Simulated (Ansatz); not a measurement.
# InSe monolayer: phonons and vibrational spectra

Aim: the vibrations of InSe monolayer, their spectra, and whether the structure is stable.

Program: Ansatz 0.2.0. Level of theory: DFT PBEsol, scalar-relativistic, plane waves, PAW; PAW set soft_1. Results are calculated unless marked as measured.

## (1) Starting point

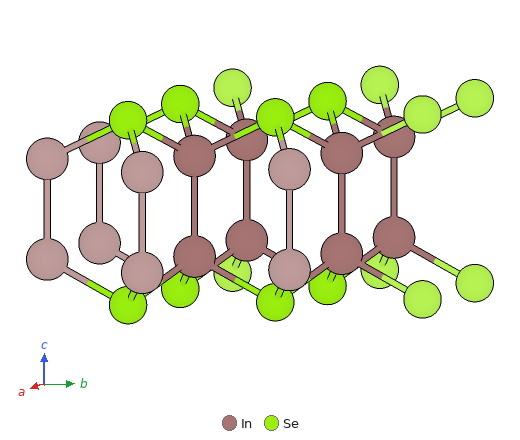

The cell as given, slightly off an axis (indium brown, selenium green). 2×2×1 cells are drawn. Some periodic images of atoms are drawn too.

The cell holds 4 atoms: 2 In and 2 Se. Its edges and angles: a = 4.130 Å, b = 4.130 Å, c = 22.000 Å, α = 90.0°, β = 90.0°, γ = 120.0°. It derives from InSe. Vacuum lies along c.

Structure file:

```cif
data_structure
_symmetry_space_group_name_H-M 'P 1'
_symmetry_Int_Tables_number 1
_cell_length_a 4.1300
_cell_length_b 4.1300
_cell_length_c 22.0000
_cell_angle_alpha 90.000
_cell_angle_beta 90.000
_cell_angle_gamma 120.000
_cell_volume 324.98
loop_
_atom_site_label
_atom_site_type_symbol
_atom_site_fract_x
_atom_site_fract_y
_atom_site_fract_z
_atom_site_occupancy
In1 In 0.33333 0.66667 0.56364 1
In2 In 0.33333 0.66667 0.43636 1
Se3 Se 0.66667 0.33333 0.61704 1
Se4 Se 0.66667 0.33333 0.38295 1
```

## (2) Bringing the structure to rest

Harmonic phonons are second derivatives at a point where the forces vanish, and they are wanted at zero stress, so atoms and cell are relaxed first.

The program solves this slab on a cell height of its own, 34.1 Å, in place of the one typed.

The input, input.yaml:

```yaml
crystal:
  lattice:
    - [4.13, 0.0, 0.0]
    - [-2.065, 3.57668, 0.0]
    - [0.0, 0.0, 22.0]
  atoms:
    - { symbol: In, position: [0.333333, 0.666667, 0.563636] }
    - { symbol: In, position: [0.333333, 0.666667, 0.436364] }
    - { symbol: Se, position: [0.666667, 0.333333, 0.617045] }
    - { symbol: Se, position: [0.666667, 0.333333, 0.382955] }
  periodic: [true, true, false]
kpoints:
  mp_grid: { grid: [9, 9, 1] }
hamiltonian:
  xc: pbesol
  pseudopotentials: { kind: paw, azcp: { folder: soft_1 }, xc_functional: pbe }
scf:
  occupations: { method: gaussian, width: 0.02 }
output:
  forces: true
  stress: true
  eigenvalues: true
  write_density: true
  write_potential: true
  elf: true
  volumetric_format: npy
relax:
  adjacent_minimum: "off"
  f_tol: 0.005
  max_steps: 80
  cell: { stress_2d_tol: 0.02 }
```

Launch:

```
> ansatz run input.yaml --threads 4 --pin off --max-ram 16384MiB --backend cpu --events-out ev --progress --plain --runs-dir out
```

Numbers of over 12 decimals in the logs are rounded to 6 here.

The program printed:

```text
Warning: crystal.periodic: the lattice vector that does not repeat stood 0.000° off the slab's normal, 22.000 Å along it as the deck builds it. The run solves the slab on a vector along the normal, 34.100 Å long, with every atom where it was (on the deck's vector they left 16.85 Å outside them, and the widest stretch free of ions among them is 2.80 Å). A fractional position that the run reports is one of the run's ce [...]
Warning: the atoms were moved onto the symmetric positions of the space group found under crystal.symmetry.tolerance 1.0e-5 (fractional; no operation is sought that the atoms, as they stand in a round, miss by more than twice it, and no atom is moved by as much as it), and the run uses the moved positions. Before a round's move an operation carried an atom to 4.13e-6 Å from where it should land, the largest such dist [...]
crystal.periodic: the lattice vector that does not repeat stood 0.000° off the slab's normal, 22.000 Å along it as the deck builds it. The run solves the slab on a vector along the normal, 34.100 Å long, with every atom where it was (on the deck's vector they left 16.85 Å outside them, and the widest stretch free of ions among them is 2.80 Å). A fractional position that the run reports is one of the run's cell, which [...]
Engine: ansatz 0.2.0, aarch64-unknown-linux-gnu
Pseudopotentials: kind: paw
Pseudopotential: In, paw, valence charge 13, recommended cutoff 420 eV (normal), soft_1/In.paw.azcp
Pseudopotential: Se, paw, valence charge 16, recommended cutoff 420 eV (normal), soft_1/Se.paw.azcp
Functional definition: PBEsol
  exchange = pbesol_x
  correlation = pbesol_c
Crystal: 4 atoms, lattice volume = 503.714 Å³
Basis set: ecut = 420 eV, 9725 PW (Γ), exchange–correlation on 60×60×480 points (8 copies of the dense FFT grid, shifted against one another)
Bands: 35, of which v1, the nominal top of the filled ones, is band 29 counted from 1 (28 counted from 0)
Symmetry: 12 space group operations
Space group: P-6m2 (ITA 187), of the structure as read, at distance tolerance 8.0e-5 Å
k-points: 12 of 81 (time reversal used)
Non-local potential: In, projectors of the file, l = 0: 2, l = 1: 2, l = 2: 2, l = 3: 1
Non-local potential: Se, projectors of the file, l = 0: 2, l = 1: 2, l = 2: 3, l = 3: 1
PAW form: soft (Blöchl's): semilocal exchange-correlation on the pseudo side does not see the compensation charge
PAW frozen core: In, regenerated for the run's functional, and the local potential with it (the file was generated under x = pbe(κ = 0.804, μ = 0.219515), c = pbe(β = 0.066725))
PAW frozen core: Se, regenerated for the run's functional, and the local potential with it (the file was generated under x = pbe(κ = 0.804, μ = 0.219515), c = pbe(β = 0.066725))
PAW one-centre angular grid: In, 590 points (default); XC on 64 Gauss nodes
PAW one-centre angular grid: Se, 590 points (default); XC on 64 Gauss nodes
Initial density: superposition of atomic densities (neutral atoms: chi_scale 0, normalization atom)
Initial wavefunctions: pseudopotential atomic-orbital guess
Functional: x = pbesol(κ = 0.804, μ = 0.123457), c = pbesol(β = 0.046)
iter 1 solved again at ethr=3.01e-3 eV; its pass at ethr=3.10e-3 eV (dr2=1.74e0 eV) is discarded
SCF iter   1: F=—  HF=-21901.677606 eV  |F-HF|=—  |Δ(HF+E_count)|=         —  Δρ=1.40e-2  dr2=1.76e0  ethr=3.01e-3  ⟨swp⟩=1.0  Hψ=3010  notcnv=0
preconditioner: auto → Resta (q_TF=auto, 1.903 Å⁻¹)  ε∞=1.6  [insulator: Δε(μ)=1.181 eV  Ē_g=13.459 eV  σ=0.020 eV  W_gap=1.00  n_scr=62 (ndim 8)  ℏωp=10.2 eV  f_vac=0.738  D(μ)=0.00/eV (n_scr^D=0)  ε∞_Penn≈1.6  vacuum switching on, ρ_ref=1.3e-2 e/Å³]
SCF iter   2: F=—  HF=-21901.256774 eV  |F-HF|=—  |Δ(HF+E_count)|=   4.21e-1  Δρ=6.92e-3  dr2=4.26e-1  ethr=3.01e-3  ⟨swp⟩=5.2  Hψ=976  notcnv=0  defer=1
SCF iter   3: F=—  HF=-21901.203865 eV  |F-HF|=—  |Δ(HF+E_count)|=   5.29e-2  Δρ=3.68e-3  dr2=1.24e-1  ethr=7.34e-4  ⟨swp⟩=4.0  Hψ=911  notcnv=0  defer=14
SCF iter   4: F=—  HF=-21901.185709 eV  |F-HF|=—  |Δ(HF+E_count)|=   1.82e-2  Δρ=1.30e-3  dr2=6.75e-3  ethr=2.14e-4  ⟨swp⟩=3.4  Hψ=746  notcnv=0  defer=14
SCF iter   5: F=—  HF=-21901.186104 eV  |F-HF|=—  |Δ(HF+E_count)|=   3.96e-4  Δρ=2.64e-4  dr2=2.47e-4  ethr=1.16e-5  ⟨swp⟩=2.8  Hψ=697  notcnv=0  defer=14
SCF iter   6: F=—  HF=-21901.186243 eV  |F-HF|=—  |Δ(HF+E_count)|=   1.38e-4  Δρ=6.85e-5  dr2=1.67e-5  ethr=4.25e-7  ⟨swp⟩=3.3  Hψ=905  notcnv=0  defer=14
SCF iter   7: F=—  HF=-21901.186283 eV  |F-HF|=—  |Δ(HF+E_count)|=   4.01e-5  Δρ=1.86e-5  dr2=1.78e-6  ethr=2.88e-8  ⟨swp⟩=3.1  Hψ=772  notcnv=0  defer=14
iter 8 did not close the SCF: its close was put off until two iterations running show no level that it waits for move by more than its bar (scf_convergence_deferred on its scf_iter line)
SCF iter   8: F=-21901.186284 eV  HF=-21901.186283 eV  |F-HF|=4.31e-8  |Δ(HF+E_count)|=   6.43e-7  Δρ=2.96e-6  dr2=4.41e-8  ethr=1.72e-10  ⟨swp⟩=22.5  Hψ=4456  notcnv=0
iter 9 did not close the SCF: its close was put off until two iterations running show no level that it waits for move by more than its bar (scf_convergence_deferred on its scf_iter line)
SCF iter   9: F=-21901.186284 eV  HF=-21901.186284 eV  |F-HF|=2.53e-9  |Δ(HF+E_count)|=   5.85e-8  Δρ=8.28e-7  dr2=3.49e-9  ethr=7.61e-11  ⟨swp⟩=9.1  Hψ=2913  notcnv=0
SCF iter  10: F=-21901.186284 eV  HF=-21901.186284 eV  |F-HF|=2.69e-10  |Δ(HF+E_count)|=  9.82e-11  Δρ=2.64e-7  dr2=3.55e-10  ethr=6.01e-12  ⟨swp⟩=8.2  Hψ=2845  notcnv=0
SCF 1 converged in 10 iterations: F = -21901.186284 eV  dr2 = 3.55e-10
  greatest PAW one-centre occupation: 1.000 electrons in one spin orbital (limit 2), on the Se atom at site 2 (counted from 0), in its partial waves of l = 2
relax step   1: F+E_penalty+E_count = -21901.18628353 eV  Δ(F+E_penalty+E_count) = +0.000e0 eV  max|allowed force component| = 2.652e-1 eV/Å  Δτ_max = 0.0000 Å  P = -1.525 N/m  Ω = 503.714 Å³  fix = [c, alpha, beta]  reactions: c -0.000 N/m  (10 SCF iters, dr2 threshold 1.00e-7 eV, accepted)
Crystal: 4 atoms, lattice volume = 479.529 Å³
Basis set: ecut = 420 eV, 9365 PW (Γ), exchange–correlation on 60×60×480 points (8 copies of the dense FFT grid, shifted against one another)
Initial density: handed on by an earlier stage of this run
Initial wavefunctions: those handed on with the density
iter 1 solved again at ethr=8.17e-5 eV; its pass at ethr=3.10e-3 eV (dr2=4.74e-2 eV) is discarded
SCF iter   1: F=—  HF=-21901.234672 eV  |F-HF|=—  |Δ(HF+E_count)|=         —  Δρ=2.37e-3  dr2=4.77e-2  ethr=8.17e-5  ⟨swp⟩=2.7  Hψ=2862  notcnv=0
[...]
iter 1 solved again at ethr=8.01e-6 eV; its pass at ethr=3.10e-3 eV (dr2=4.65e-3 eV) is discarded
SCF iter   1: F=—  HF=-21901.253668 eV  |F-HF|=—  |Δ(HF+E_count)|=         —  Δρ=7.40e-4  dr2=4.47e-3  ethr=8.01e-6  ⟨swp⟩=3.1  Hψ=2484  notcnv=0
preconditioner: auto → Resta (q_TF=auto, 1.920 Å⁻¹)  ε∞=1.6  [insulator: Δε(μ)=1.571 eV  Ē_g=13.799 eV  σ=0.020 eV  W_gap=1.00  n_scr=62 (ndim 8)  ℏωp=10.5 eV  f_vac=0.740  D(μ)=0.00/eV (n_scr^D=0)  ε∞_Penn≈1.6  vacuum switching on, ρ_ref=1.4e-2 e/Å³]
SCF iter   2: F=—  HF=-21901.252715 eV  |F-HF|=—  |Δ(HF+E_count)|=   9.53e-4  Δρ=4.36e-4  dr2=1.57e-3  ethr=7.70e-6  ⟨swp⟩=3.3  Hψ=702  notcnv=0
SCF iter   3: F=—  HF=-21901.252481 eV  |F-HF|=—  |Δ(HF+E_count)|=   2.34e-4  Δρ=1.89e-4  dr2=4.46e-4  ethr=2.70e-6  ⟨swp⟩=3.2  Hψ=708  notcnv=0
SCF iter   4: F=—  HF=-21901.252400 eV  |F-HF|=—  |Δ(HF+E_count)|=   8.12e-5  Δρ=5.64e-5  dr2=2.00e-5  ethr=7.69e-7  ⟨swp⟩=2.4  Hψ=629  notcnv=0
SCF iter   5: F=—  HF=-21901.252431 eV  |F-HF|=—  |Δ(HF+E_count)|=   3.14e-5  Δρ=1.47e-5  dr2=8.76e-7  ethr=3.44e-8  ⟨swp⟩=2.9  Hψ=718  notcnv=0
SCF iter   6: F=-21901.252431 eV  HF=-21901.252431 eV  |F-HF|=6.32e-9  |Δ(HF+E_count)|=   3.69e-7  Δρ=1.87e-6  dr2=1.66e-8  ethr=6.90e-10  ⟨swp⟩=17.0  Hψ=4342  notcnv=0
SCF 3 converged in 6 iterations: F = -21901.252431 eV  dr2 = 1.66e-8
  Residual-converged pass: ⟨swp⟩=1.0  Hψ=468  notcnv=0  max |occ|·‖R‖ = 7.0e-9 eV (tolerance 1.0e-8 eV)  dr2=1.66e-8  dr2_onsite=1.16e-8  max |Δocc| = 0.0e0
relax step   3: F+E_penalty+E_count = -21901.25243148 eV  Δ(F+E_penalty+E_count) = -3.072e-2 eV  max|allowed force component| = 8.792e-2 eV/Å  Δτ_max = 0.0256 Å  P = -0.695 N/m  Ω = 478.228 Å³  energy of the carried Pulay correction = +5.722e-4 eV  fix = [c, alpha, beta]  reactions: c -0.000 N/m  (6 SCF iters, dr2 threshold 4.00e-7 eV, accepted)
[...]
relax step   4: F+E_penalty+E_count = -21901.25676663 eV  Δ(F+E_penalty+E_count) = -4.335e-3 eV  max|allowed force component| = 1.194e-2 eV/Å  Δτ_max = 0.0044 Å  P = -0.003 N/m  Ω = 471.485 Å³  energy of the carried Pulay correction = +7.322e-4 eV  fix = [c, alpha, beta]  reactions: c -0.000 N/m  (5 SCF iters, dr2 threshold 4.00e-7 eV, accepted)
[...]
relax step   5: F+E_penalty+E_count = -21901.25677267 eV  Δ(F+E_penalty+E_count) = -6.046e-6 eV  max|allowed force component| = 8.993e-4 eV/Å  Δτ_max = 0.0007 Å  P = -0.000 N/m  Ω = 471.627 Å³  energy of the carried Pulay correction = +7.288e-4 eV  fix = [c, alpha, beta]  reactions: c -0.000 N/m  (4 SCF iters, dr2 threshold 8.91e-9 eV, accepted)
Basis set: ecut = 420 eV, 9281 PW (Γ), exchange–correlation on 54×54×480 points (8 copies of the dense FFT grid, shifted against one another)
Initial wavefunctions: pseudopotential atomic-orbital guess (no wavefunctions were taken with the density)
iter 1 solved again at ethr=1.88e-7 eV; its pass at ethr=3.10e-3 eV (dr2=1.09e-4 eV) is discarded
SCF iter   1: F=—  HF=-21901.256077 eV  |F-HF|=—  |Δ(HF+E_count)|=         —  Δρ=2.92e-5  dr2=7.43e-7  ethr=1.88e-7  ⟨swp⟩=6.1  Hψ=4331  notcnv=0
SCF iter   2: F=—  HF=-21901.256096 eV  |F-HF|=—  |Δ(HF+E_count)|=   1.92e-5  Δρ=1.44e-5  dr2=2.20e-7  ethr=1.28e-9  ⟨swp⟩=2.9  Hψ=884  notcnv=0
SCF iter   3: F=—  HF=-21901.256096 eV  |F-HF|=—  |Δ(HF+E_count)|=   1.15e-7  Δρ=3.44e-6  dr2=6.28e-8  ethr=3.79e-10  ⟨swp⟩=3.1  Hψ=705  notcnv=0
SCF iter   4: F=—  HF=-21901.256096 eV  |F-HF|=—  |Δ(HF+E_count)|=   1.46e-9  Δρ=1.30e-6  dr2=4.45e-8  ethr=1.08e-10  ⟨swp⟩=3.2  Hψ=887  notcnv=0
SCF iter   5: F=—  HF=-21901.256096 eV  |F-HF|=—  |Δ(HF+E_count)|=   7.35e-9  Δρ=2.55e-7  dr2=5.12e-10  ethr=7.68e-11  ⟨swp⟩=2.3  Hψ=493  notcnv=0
SCF iter   6: F=—  HF=-21901.256096 eV  |F-HF|=—  |Δ(HF+E_count)|=  2.18e-11  Δρ=9.92e-8  dr2=4.48e-11  ethr=1.00e-12  ⟨swp⟩=3.2  Hψ=847  notcnv=0
SCF iter   7: F=—  HF=-21901.256096 eV  |F-HF|=—  |Δ(HF+E_count)|=  1.02e-10  Δρ=4.01e-8  dr2=7.33e-12  ethr=1.00e-12  ⟨swp⟩=1.5  Hψ=426  notcnv=0
SCF iter   8: F=-21901.256096 eV  HF=-21901.256096 eV  |F-HF|=1.49e-10  |Δ(HF+E_count)|=  6.91e-11  Δρ=1.08e-8  dr2=7.13e-13  ethr=1.00e-12  ⟨swp⟩=10.2  Hψ=2606  notcnv=0
SCF 6 converged in 8 iterations: F = -21901.256096 eV  dr2 = 7.13e-13
relax step   6: F+E_penalty+E_count = -21901.25609617 eV  Δ(F+E_penalty+E_count) = +6.765e-4 eV  max|allowed force component| = 9.656e-4 eV/Å  Δτ_max = 0.0000 Å  P = -0.003 N/m  Ω = 471.627 Å³  fix = [c, alpha, beta]  reactions: c -0.000 N/m  stress off target by 2.53e-3 N/m on what of the cell is left free  SCF on the basis re-selected at this cell (its energy is not comparable with the rows above)  (8 SCF iters)
basis re-selected at this cell: Δ(F+E_penalty+E_count) = +6.765e-4 eV, ΔP = -0.003 N/m vs the last step (what re-selecting the basis moved, of the pressure what is left beyond the Pulay correction that the steps carried, after the strain that the cell walked since its last selection, with what the two solves' SCF thresholds leave and, on support functions, any second-order correction that the steps lacked; it is no measure of the basis error at this ecutwfc). The dense FFT grid was sized anew with the basis: this SCF ran on 27×27×240 points, the steps before it on 30×30×240, so part of this shift can come from that change (see relax.cell in the input reference). [rest of the remark cut]
SCF converged after 8 iterations
Free energy (F): -21901.256096 eV
Harris-Foulkes:  -21901.256096 eV  (|F-HF|=1.49e-10)
Internal energy: -21901.256096 eV  (E = F + TS)
E sigma→0 (E₀):  -21901.256096 eV
Fermi energy:    -5.184110 eV
--- Per-component energies (eV) ---
  E_band       = -1637.074532
  E_kinetic    = 658.631320
  E_local      = -139198.169181  (includes V_loc(G=0)·N_el)
  E_nonlocal   = -48.283341
  E_hartree    = 69121.614613
  E_xc         = -451.578519
  E_vxc        = -358.622452  (∫ρ·V_xc dr)
  E_paw        = -12449.054489  (= ΣΔE_a)
  E_vpaw       = -933.859654  (= ΣTr[D̂ρ^β])
  E_aug_tail   = -0.000472  (compensation charges beyond the density's cutoff)
  E_ewald      = 60463.095262
  E_core_change = 2.488711  (= ΣΔE_core)
  E_smearing   = -0.000000  (= −TS)
  E_closure    = -0.000000  (closes the sum)
  Σ components = -21901.256096   (vs F -21901.256096, Δ=0.00e0)
--- Forces (eV/Å), atoms counted from 1 ---
  atom   1  In     0.00000000    -0.00000000    -0.00019082
  atom   2  In     0.00000000    -0.00000000     0.00019082
  atom   3  Se    -0.00000000     0.00000000     0.00096564
  atom   4  Se    -0.00000000     0.00000000    -0.00096564
  max |Σ_I F_I| component: 4.35e-17 eV/Å
--- 2D stress c σ (N/m, compression-positive) ---
       -0.002534       0.000000       0.000000
        0.000000      -0.002534       0.000000
        0.000000       0.000000       0.000000
  P = ½ c Tr σ = -0.0025 N/m
--- Band table (eV; the first three rows and the last of 12) ---
  k-point 0: bands = [... 25 lower, -6.4585, -6.3805, -6.3805, -6.0815, -4.3608, -3.1985, -0.9092 (-0.9091°), -0.9092 (-0.9091°), ... 2 higher]
  k-point 1: bands = [... 25 lower, -7.0316, -6.6148, -6.5185, -6.0166, -3.7642, -2.5835, -1.5387 (-1.5387°), -0.7861 (-0.7860°), ... 2 higher]
  k-point 2: bands = [... 25 lower, -7.7164, -6.9678, -6.8337, -6.0401, -3.2003, -2.9204, -1.2252 (-1.2252°), -1.0236 (-1.0236°), ... 2 higher]
  k-point 11: bands = [... 25 lower, -8.8527, -7.7852, -7.3018, -7.1058, -3.4916, -2.8032, -1.9600, -0.9783, ... 2 higher]
  ° read free of the cell's end (the report's vacuum.weakly_bound_levels)
--- Relaxed structure (5 steps of the walk, 5 accepted, 1 SCFs on fresh bases) ---
  F+E_penalty+E_count = -21901.25609617 eV   max|allowed force component| = 9.656e-4 eV/Å   (the final SCF, on the basis selected at the relaxed cell)
  cell:  # Å, volume = 471.6270 Å³
    - [3.996291, 0, 0.0]
    - [-1.998145, 3.460889, 0.0]
    - [0.0, 0.0, 34.099960]
  atoms:
    - { symbol: In, position: [0.333333, 0.666667, 0.363243] }
    - { symbol: In, position: [0.333333, 0.666667, 0.281919] }
    - { symbol: Se, position: [0.666667, 0.333333, 0.400864] }
    - { symbol: Se, position: [0.666667, 0.333333, 0.244298] }
```

It took 40 s on 4 threads of Arm Neoverse V1, shared host; peak memory 0.92 GiB; 2.6 min of CPU time.

Step by step:

```
step  energy less that of the first step (eV)  largest force component (eV/Å)  volume (Å³)
   1                                   0.0000                          0.2652       503.71
   2                                  -0.0354                          0.6371       479.53
   3                                  -0.0661                          0.0879       478.23
   4                                  -0.0705                          0.0119       471.49
   5                                  -0.0705                          0.0009       471.63
  6*                                  -0.0698                          0.0010       471.63
```

Relaxation steps marked * repeat the geometry before them on a plane-wave basis chosen anew for their cell, so energy and pressure can jump there.

The run keeps the 12 symmetry operations that it works with, so distortions that break them were not tested.

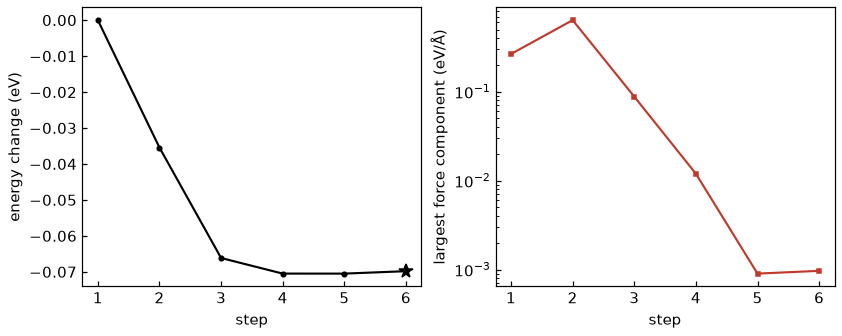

Energy and largest force along the relaxation. Stars mark steps on a basis chosen anew.

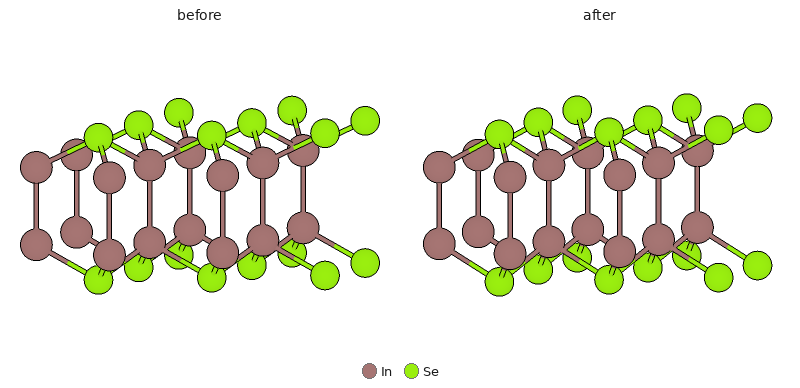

The structure before and after the relaxation, drawn at the same scale.

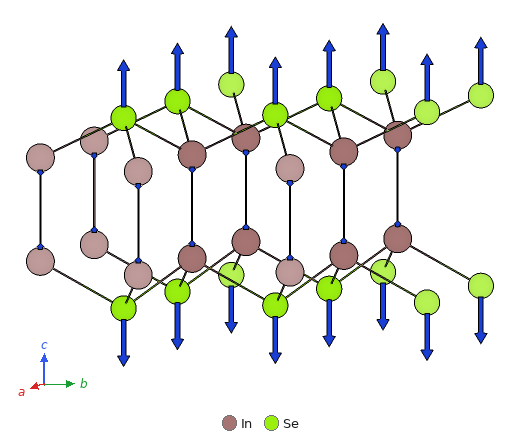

Displacements in the relaxation, exaggerated, measured against the changing cell; the longest in the cell stands for 0.09 Å. 2×2×1 cells are drawn. Some periodic images of atoms are drawn too.

```
cell as run  before  after  change
      a (Å)   4.130  3.996  -3.2 %
      b (Å)   4.130  3.996  -3.2 %
```

The atoms that moved most (Å, along periodic axes as changes of fractional coordinates times the final cell, across vacuum about the mean position):

```
atom     dx     dy      dz  length
 Se3  0.000  0.000   0.094   0.094
 Se4  0.000  0.000  -0.094   0.094
 In1  0.000  0.000  -0.013   0.013
 In2  0.000  0.000   0.013   0.013
```

Final coordinates:

```xyz
4
Lattice="3.9963 0.0000 0.0000 -1.9981 3.4609 0.0000 0.0000 0.0000 34.1000" Properties=species:S:1:pos:R:3
In    0.0000    2.3073   12.3866
In    0.0000    2.3073    9.6134
Se    1.9981    1.1536   13.6694
Se    1.9981    1.1536    8.3306
```

This step gave:

- gap on the k-mesh: 1.647 eV
- direct gap on mesh: 1.721 eV
- area per atom: 3.458 Å²

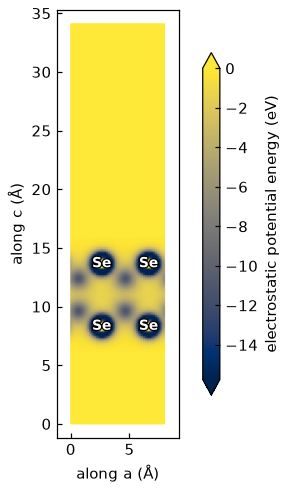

Electrostatic potential energy in the ac plane at fractional y = 0.333, with atoms of Se within 0.2 Å of it. With pseudopotentials it is smooth inside the atoms' cores, unlike the true potential.

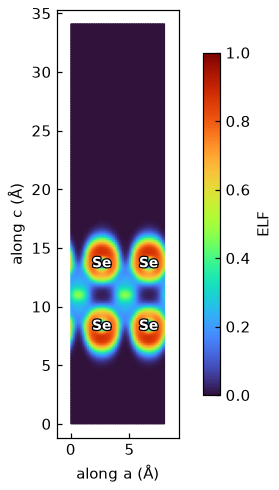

ELF in the ac plane at fractional y = 0.333, with atoms of Se within 0.2 Å of it. It is the smooth field of the valence electrons, not physical close to the nuclei.

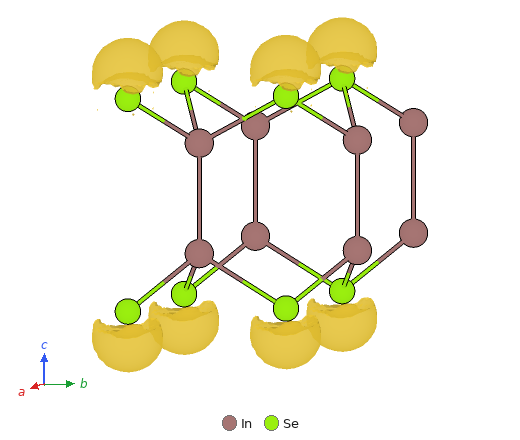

Surface of ELF = 0.8. 2×2×1 cells are drawn.

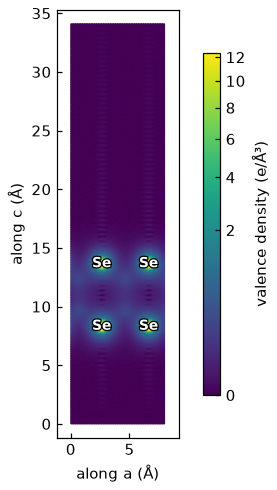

Valence density in the ac plane at fractional y = 0.333, with atoms of Se within 0.2 Å of it. It is the smooth field of the valence electrons, not physical close to the nuclei. The colour scale is stretched toward low values.

The cell shrank by 3.2 % in its periodic edges. From the first step to the last the energy fell by 0.070 eV, across changes of basis, and the largest move was 0.09 Å (Se3 and 1 other atom alike).

[end of part 1 of 3]

[Logs are printed without paths, hosts, clocks, repeated set-up lines and the standing remarks that a program may print on its own settings, such as how far it seeks lower states.]

[Hosts, paths, dates, database ids (printed as entryN), source tags and the programs' standing remarks are cut or masked in the printed files.]
